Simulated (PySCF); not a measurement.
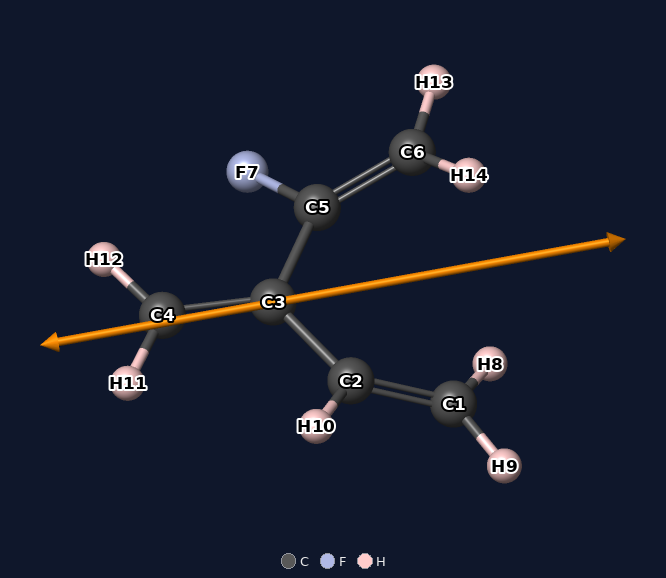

The double arrow shows the direction of the transition dipole to excited singlet state 1 (its length means nothing). The computed structure is the end point of a GFN2-xTB optimisation. No frequency run is at hand to confirm it as a minimum. Properties computed with TDDFT PBE0/def2-SVPD, vertical, gas phase, core orbitals frozen in the response (PySCF 2.14.0).

How is the transition polarised?

Answer. Nearly parallel to the C3–C4 bond.

Give its energy, strength and character.

Answer. 5.14 eV (241 nm), oscillator strength 0.26, mainly HOMO → LUMO (weight 0.83); transition dipole 3.64 D.
